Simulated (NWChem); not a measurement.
# AlCl (aluminium monochloride) at 6 levels

Aim: a comparison of 6 runs (CAM-B3LYP/aug-cc-pVTZ, M06-2X/aug-cc-pVTZ, wB97X/aug-cc-pVTZ, B3LYP/aug-cc-pVTZ, BHLYP/aug-cc-pVTZ, PBE0/aug-cc-pVTZ) of AlCl (aluminium monochloride). 

The calculation is run with NWChem 7.3.0.

## 1. Starting point

AlCl: 2 atoms, total charge 0, spin state singlet. As SMILES, `[Al][Cl]`. The bond length is the measured one.

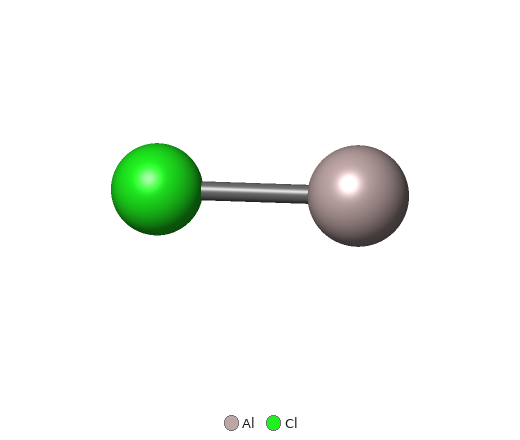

The structure, seen from a chosen angle (aluminium light grey, chlorine green).

## 2. Energy and forces at CAM-B3LYP/aug-cc-pVTZ (run 1)

Contents of job.xyz:

```xyz
2
AlCl CAM-B3LYP
Al     0.000000     0.000000     0.000000
Cl     0.000000     0.000000     2.130113
```

Contents of run.py:

```python
from ase.io import read
from ase.calculators.nwchem import NWChem

system = read('job.xyz')

calc = NWChem(
    label='job',
    theory='dft',
    memory='2200 mb',
    basis='aug-cc-pVTZ',
    basispar='spherical bse',
    dft={'xc': 'xcamb88 1.00 lyp 0.81 vwn_5 0.19 hfexch 1.00', 'cam': '0.33 cam_alpha 0.19 cam_beta 0.46', 'mult': '1', 'grid': 'fine', 'convergence': 'energy 1e-08', 'direct': None, 'iterations': '100', 'mulliken': None, 'print': 'low'},
)
system.calc = calc

forces = system.get_forces()
print(f"energy = {system.get_potential_energy():.6f} eV")
print("forces (eV/A):")
for s, f in zip(system.symbols, forces):
    print(f"{s:2s} {f[0]:10.5f} {f[1]:10.5f} {f[2]:10.5f}")
```

On the command line:

```
$ export ASE_NWCHEM_COMMAND="nwchem PREFIX.nwi > PREFIX.nwo"
$ python run.py
```

Standard output:

```text
energy = -19122.279220 eV
forces (eV/A):
Al   -0.00000   -0.00000   -0.31594
Cl    0.00000    0.00000    0.31594
```

The calculator wrote job.nwi:

```
title "job"

permanent_dir job

scratch_dir job

start job

geometry units angstrom nocenter noautosym noautoz
  Al 0.0000000000000000e+00 0.0000000000000000e+00 0.0000000000000000e+00
  Cl 0.0000000000000000e+00 0.0000000000000000e+00 2.1301130000000001e+00
end

memory 2200 mb

basis spherical bse noprint
   * library aug-cc-pVTZ
end

dft
  xc xcamb88 1.00 lyp 0.81 vwn_5 0.19 hfexch 1.00
  cam 0.33 cam_alpha 0.19 cam_beta 0.46
  mult 1
  grid fine
  convergence energy 1e-08
  direct
  iterations 100
  mulliken
  print low
end

task dft gradient
```

job.nwo:

```text
Northwest Computational Chemistry Package (NWChem) 7.3.0
             --------------------------------------------------------

           Job information
           ---------------

    nwchem branch   = 7.3.0
    use scalapack   = T
    input           = job.nwi
    prefix          = job.
    data base       = job/job.db
    status          = startup
    nproc           =        1

           Memory information
           ------------------

[... 5 lines left out ...]
    hardfail = no
[... 34 lines left out ...]
            Nuclear Dipole moment (a.u.)
[... 53 lines left out ...]
         Total DFT energy =     -702.730805512035
[... 1 line left out ...]
           Coulomb energy =      371.420540609533
[... 1 line left out ...]
 Nuclear repulsion energy =       54.902332425056
[... 27 lines left out ...]
                         DFT ENERGY GRADIENTS

    atom               coordinates                        gradient
                 x          y          z           x          y          z
   1 Al      0.000000   0.000000   0.000000    0.000000   0.000000   0.006144
   2 Cl      0.000000   0.000000   4.025330   -0.000000  -0.000000  -0.006144

 Task  times  cpu:      134.2s     wall:      134.2s
 Total times  cpu:      134.2s     wall:      134.2s
```

Run time: 2.3 min. Hardware: 1 thread of Intel Xeon Platinum 8488C (Sapphire Rapids), shared host; peak memory 0.14 GiB.

## 3. Energy and forces at M06-2X/aug-cc-pVTZ (run 2)

Contents of alcl.xyz:

```xyz
2

Al     0.000000     0.000000     0.000000
Cl     0.000000     0.000000     2.130113
```

Contents of run.py:

```python
from ase.io import read
from ase.calculators.nwchem import NWChem

molecule = read('alcl.xyz')

calc = NWChem(
    label='alcl',
    theory='dft',
    memory='2200 mb',
    basis='aug-cc-pVTZ',
    basispar='spherical bse',
    dft={'xc': 'm06-2x', 'mult': '1', 'grid': 'fine', 'convergence': 'energy 1e-08', 'iterations': '100', 'mulliken': None, 'print': 'low'},
)
molecule.calc = calc

forces = molecule.get_forces()
print("Total energy (eV):", round(molecule.get_potential_energy(), 6))
print("forces (eV/A):")
for s, f in zip(molecule.symbols, forces):
    print(f"{s:2s} {f[0]:10.5f} {f[1]:10.5f} {f[2]:10.5f}")
```

On the command line:

```
$ export ASE_NWCHEM_COMMAND="nwchem PREFIX.nwi > PREFIX.nwo"
$ python run.py
```

Standard output:

```text
Total energy (eV): -19120.984294
forces (eV/A):
Al   -0.00000   -0.00000   -0.34463
Cl    0.00000    0.00000    0.34463
```

The calculator wrote alcl.nwi:

```
title "alcl"

permanent_dir alcl

scratch_dir alcl

start alcl

geometry units angstrom nocenter noautosym noautoz
  Al 0.0000000000000000e+00 0.0000000000000000e+00 0.0000000000000000e+00
  Cl 0.0000000000000000e+00 0.0000000000000000e+00 2.1301130000000001e+00
end

memory 2200 mb

basis spherical bse noprint
   * library aug-cc-pVTZ
end

dft
  xc m06-2x
  mult 1
  grid fine
  convergence energy 1e-08
  iterations 100
  mulliken
  print low
end

task dft gradient
```

alcl.nwo:

```text
Northwest Computational Chemistry Package (NWChem) 7.3.0
             --------------------------------------------------------

           Job information
           ---------------

    nwchem branch   = 7.3.0
    use scalapack   = T
    input           = alcl.nwi
    prefix          = alcl.
    data base       = alcl/alcl.db
    status          = startup
    nproc           =        1

           Memory information
           ------------------

[... 5 lines left out ...]
    hardfail = no
[... 34 lines left out ...]
            Nuclear Dipole moment (a.u.)
[... 52 lines left out ...]
         Total DFT energy =     -702.683217857745
[... 1 line left out ...]
           Coulomb energy =      371.592806598447
[... 1 line left out ...]
 Nuclear repulsion energy =       54.902332425056
[... 23 lines left out ...]
                         DFT ENERGY GRADIENTS

    atom               coordinates                        gradient
                 x          y          z           x          y          z
   1 Al      0.000000   0.000000   0.000000    0.000000   0.000000   0.006702
   2 Cl      0.000000   0.000000   4.025330   -0.000000  -0.000000  -0.006702

 Task  times  cpu:       65.8s     wall:       65.8s
 Total times  cpu:       65.8s     wall:       65.8s
```

Run time: 67 s. Hardware: 1 thread of Intel Xeon Platinum 8488C (Sapphire Rapids), shared host; peak memory 0.12 GiB.

Run 3 isn't shown in full; the table further down has it.

## 4. Energy and gradient at B3LYP/aug-cc-pVTZ (run 4)

Contents of run.py:

```python
from ase import Atoms
from ase.calculators.nwchem import NWChem

system = Atoms('AlCl', positions=[
    [0.000000, 0.000000, 0.000000],
    [0.000000, 0.000000, 2.130113],
])

calc = NWChem(
    label='work',
    theory='dft',
    memory='2200 mb',
    basis='aug-cc-pVTZ',
    basispar='spherical bse',
    dft={'xc': 'b3lyp', 'mult': '1', 'grid': 'fine', 'convergence': 'energy 1e-08', 'iterations': '100', 'mulliken': None},
)
system.calc = calc

forces = system.get_forces()
e = system.get_potential_energy()
print(f"E = {e:.6f} eV")
print("forces (eV/A):")
for s, f in zip(system.symbols, forces):
    print(f"{s:2s} {f[0]:10.5f} {f[1]:10.5f} {f[2]:10.5f}")
print("dipole (e A):", system.get_dipole_moment().round(4))
```

On the command line:

```
$ export ASE_NWCHEM_COMMAND="nwchem PREFIX.nwi > PREFIX.nwo"
$ python run.py
```

Standard output:

```text
E = -19122.812870 eV
forces (eV/A):
Al   -0.00000    0.00000   -0.50676
Cl    0.00000   -0.00000    0.50676
dipole (e A): [ 0.     -0.     -0.3313]
```

The calculator wrote work.nwi:

```
title "work"

permanent_dir work

scratch_dir work

start work

geometry units angstrom nocenter noautosym noautoz
  Al 0.0000000000000000e+00 0.0000000000000000e+00 0.0000000000000000e+00
  Cl 0.0000000000000000e+00 0.0000000000000000e+00 2.1301130000000001e+00
end

memory 2200 mb

basis spherical bse noprint
   * library aug-cc-pVTZ
end

dft
  xc b3lyp
  mult 1
  grid fine
  convergence energy 1e-08
  iterations 100
  mulliken
end

task dft gradient
```

work.nwo:

```text
Northwest Computational Chemistry Package (NWChem) 7.3.0
             --------------------------------------------------------

           Job information
           ---------------

    nwchem branch   = 7.3.0
    use scalapack   = T
    input           = work.nwi
    prefix          = work.
    data base       = work/work.db
    status          = startup
    nproc           =        1

           Memory information
           ------------------

[... 5 lines left out ...]
    hardfail = no
[... 71 lines left out ...]
  convergence criterion.
[... 41 lines left out ...]
          Spatial weights used:  Erf1
[... 32 lines left out ...]
 1-e energy   =   -1080.900484
[... 34 lines left out ...]
           Coulomb energy =      371.442082235741
[... 827 lines left out ...]
          Convergence on density requested:  1.00D-05
[... 27 lines left out ...]
          total energy or number of iterations.
[... 33 lines left out ...]
                 ----------------------------------------
                 |  Time  |  1-e(secs)   |  2-e(secs)   |
                 ----------------------------------------
                 |  CPU   |       0.01   |      37.90   |
                 ----------------------------------------
                 |  WALL  |       0.01   |      37.90   |
                 ----------------------------------------

 Task  times  cpu:       78.1s     wall:       78.1s
 Total times  cpu:       78.2s     wall:       78.2s
```

Wall time 80 s (1 thread of Intel Xeon Platinum 8488C (Sapphire Rapids), shared host); peak memory 0.12 GiB.

Run 5 isn't shown in full; the table further down has it.

## 5. Energy and gradient at PBE0/aug-cc-pVTZ (run 6)

alcl.xyz is that of step 3.

Contents of run.py:

```python
from ase.io import read
from ase.calculators.nwchem import NWChem

molecule = read('alcl.xyz')

calc = NWChem(
    label='alcl',
    theory='dft',
    memory='2200 mb',
    basis='aug-cc-pVTZ',
    basispar='spherical bse',
    dft={'xc': 'pbe0', 'mult': '1', 'grid': 'fine', 'convergence': 'energy 1e-08', 'iterations': '100', 'mulliken': None},
)
molecule.calc = calc

forces = molecule.get_forces()
e = molecule.get_potential_energy()
print(f"E = {e:.6f} eV")
print("forces (eV/A):")
for s, f in zip(molecule.symbols, forces):
    print(f"{s:2s} {f[0]:10.5f} {f[1]:10.5f} {f[2]:10.5f}")
print("dipole (e A):", molecule.get_dipole_moment().round(4))
```

On the command line:

```
$ export ASE_NWCHEM_COMMAND="nwchem PREFIX.nwi > PREFIX.nwo"
$ python run.py
```

Standard output:

```text
E = -19114.536243 eV
forces (eV/A):
Al   -0.00000   -0.00000   -0.32396
Cl    0.00000    0.00000    0.32396
dipole (e A): [ 0.     -0.     -0.3088]
```

The calculator wrote alcl.nwi:

```
title "alcl"

permanent_dir alcl

scratch_dir alcl

start alcl

geometry units angstrom nocenter noautosym noautoz
  Al 0.0000000000000000e+00 0.0000000000000000e+00 0.0000000000000000e+00
  Cl 0.0000000000000000e+00 0.0000000000000000e+00 2.1301130000000001e+00
end

memory 2200 mb

basis spherical bse noprint
   * library aug-cc-pVTZ
end

dft
  xc pbe0
  mult 1
  grid fine
  convergence energy 1e-08
  iterations 100
  mulliken
end

task dft gradient
```

alcl.nwo:

```text
Northwest Computational Chemistry Package (NWChem) 7.3.0
             --------------------------------------------------------

           Job information
           ---------------

    nwchem branch   = 7.3.0
    use scalapack   = T
    input           = alcl.nwi
    prefix          = alcl.
    data base       = alcl/alcl.db
    status          = startup
    nproc           =        1

           Memory information
           ------------------

[... 5 lines left out ...]
    hardfail = no
[... 71 lines left out ...]
  convergence criterion.
[... 40 lines left out ...]
          Spatial weights used:  Erf1
[... 32 lines left out ...]
 1-e energy   =   -1080.900484
[... 34 lines left out ...]
           Coulomb energy =      371.401578110948
[... 831 lines left out ...]
          Convergence on density requested:  1.00D-05
[... 26 lines left out ...]
          total energy or number of iterations.
[... 33 lines left out ...]
                 ----------------------------------------
                 |  Time  |  1-e(secs)   |  2-e(secs)   |
                 ----------------------------------------
                 |  CPU   |       0.01   |      43.07   |
                 ----------------------------------------
                 |  WALL  |       0.01   |      43.07   |
                 ----------------------------------------

 Task  times  cpu:       78.9s     wall:       78.9s
 Total times  cpu:       78.9s     wall:       78.9s
```

Run time: 80 s. Hardware: 1 thread of Intel Xeon Platinum 8488C (Sapphire Rapids), shared host; peak memory 0.13 GiB.

## 6. Overview of the runs

| run | level | energy (Eh) | largest force (eV/Å) | wall time |
| --- | --- | --- | --- | --- |
| 1 | CAM-B3LYP/aug-cc-pVTZ | -702.730806 | 0.316 | 2.3 min |
| 2 | M06-2X/aug-cc-pVTZ | -702.683218 | 0.345 | 67 s |
| 3 | wB97X/aug-cc-pVTZ | -702.700079 | 0.257 | 2.5 min |
| 4 | B3LYP/aug-cc-pVTZ | -702.750417 | 0.507 | 80 s |
| 5 | BHLYP/aug-cc-pVTZ | -702.718919 | 0.304 | 64 s |
| 6 | PBE0/aug-cc-pVTZ | -702.446256 | 0.324 | 80 s |

## 7. Results

| quantity | value |
| --- | --- |
| run 6: total energy | -702.44626 Eh |
| run 6: dipole moment | 1.48 D |
| run 6: HOMO energy | -7.00 eV |
| run 6: LUMO energy | -1.69 eV |
| run 6: HOMO–LUMO gap | 5.31 eV |
| run 6: largest force on an atom | 0.324 eV/Å |

What this shows: Over runs 4, 5, 6 the dipole moment (its size) runs from 1.48 D (PBE0/aug-cc-pVTZ) to 1.65 D (BHLYP/aug-cc-pVTZ). Over runs 4, 5, 6 the HOMO–LUMO gap runs from 5.00 eV (B3LYP/aug-cc-pVTZ) to 6.88 eV (BHLYP/aug-cc-pVTZ). Totals of different functionals can't be ranked against each other. All runs together took 9.6 min, the longest 2.5 min.
